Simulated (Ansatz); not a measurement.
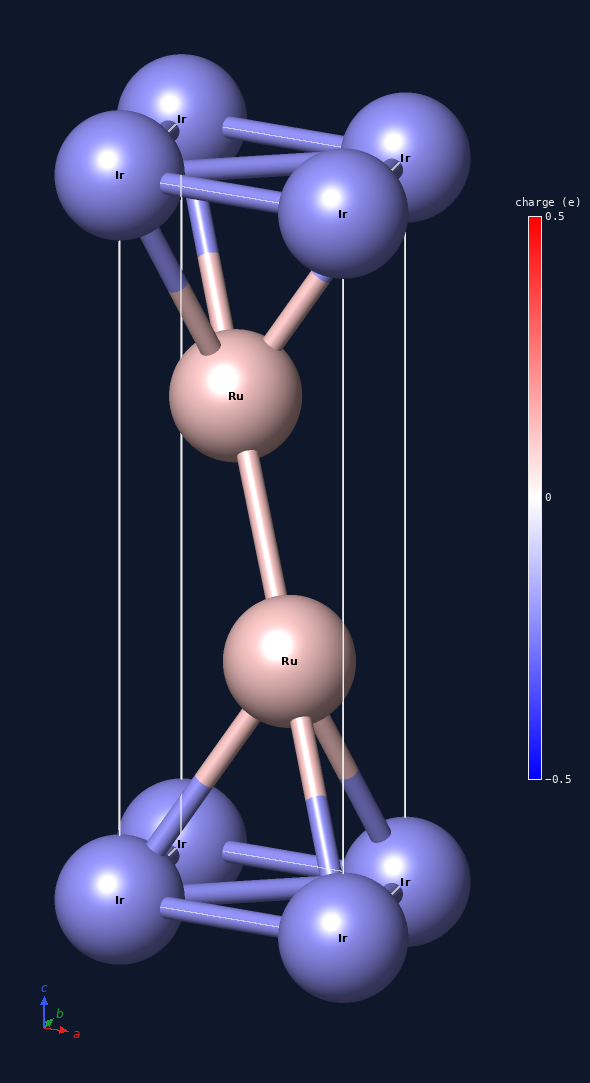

Ball-and-stick representation of a periodic structure, projected slightly off an axis. Lines trace the edges of the simulation cell. The atoms of this IrRu$_{2}$ cell are coloured by their Bader charge.

Results below were computed with DFT PBE, scalar-relativistic, plane waves, PAW (Ansatz); the settings were a cutoff energy of 420 eV, k-points on an 18×18×8 grid, Gaussian smearing of 0.1 eV, no spin polarisation.

Q: Who donates electrons here and who accepts them?

A: Most positive: Ru; most negative: Ir. Charges: about Ir -0.2 e; Ru +0.1 e. Little charge moves, as in a metallic or covalent solid.

Provenance: a structure type filled with these elements by a generator (whether the compound takes this form wasn't checked). Earlier steps of the study, as a rule a relaxation of our own, may have changed the cell and positions, so they can lie some per cent off the listed ones. It was the input of a calculation with Ansatz.
